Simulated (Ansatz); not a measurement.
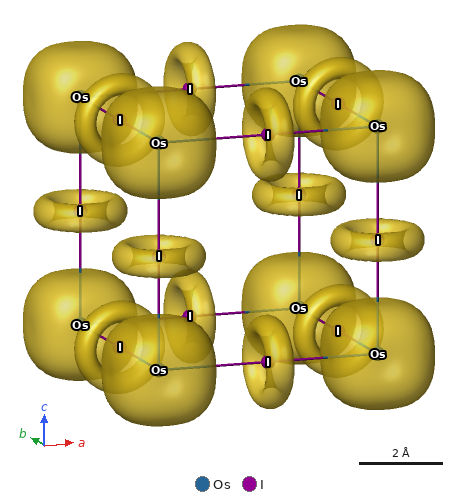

OsI3. Isosurfaces of the spin density at +0.03 (yellow) and −0.03 e/Å³ (cyan), seen slightly off an axis. Sticks mark near contacts.

Space group Pm-3m; started from the ReO3 prototype, which need not be the ambient phase; changed on purpose from its base cell (volume × 1.040); Hubbard U of 2 eV on Os d only; spin-polarised.

Level of theory: DFT PBE+U, scalar-relativistic, plane waves, PAW (Ansatz).

In a PAW calculation such maps are meaningful between the atoms, not at the nuclei.

```
CELL_PARAMETERS angstrom
5.60990 0.00000 0.00000
0.00000 5.60990 0.00000
0.00000 0.00000 5.60990
ATOMIC_POSITIONS crystal
Os 0.00000 0.00000 0.00000
I 0.50000 0.00000 0.00000
I 0.00000 0.00000 0.50000
I 0.00000 0.50000 0.00000
```

Question: Where is the spin, and how is it ordered?

Answer: The spin density sits on Os: +2.1 μB in one cell of 4 atoms, with smaller moments on other sites: I (up to +0.13 μB): parallel moments, as they must be, since the calculation's own cell holds one magnetic site. The cell of the calculation (4 atoms) carries 3.1 μB of net spin moment. Only one sign reaches the isovalue.
